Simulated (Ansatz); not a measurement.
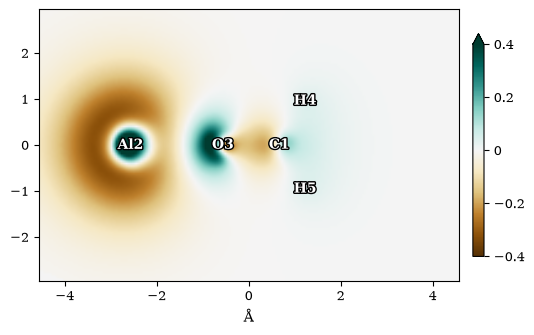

CH2AlO (SMILES [CH2+][O][Al]) (charge +1). The HOMO on the molecular plane (values in Å⁻³ᐟ²; the overall sign is arbitrary).

Geometry: r2SCAN-D4/def2-SVP.

Theory: isolated molecule in a Gaussian basis; Kohn-Sham density functional theory, functional PBE0 in Ansatz 0.2.0.

```xyz
5

C    -1.3164    0.2588   -0.0077
Al   -0.2351   -0.2491    2.9987
O    -0.9067    0.0682    1.1328
H    -2.3327   -0.0720   -0.3016
H    -0.6749    0.7639   -0.7574
```

**Where does this orbital lie, and at what energy?**

By Hirshfeld shares it lies mainly on Al2 (about 95 %); it is symmetric in the molecular plane (an in-plane orbital: σ, lone-pair or in-plane π type). Its energy is −12.85 eV.
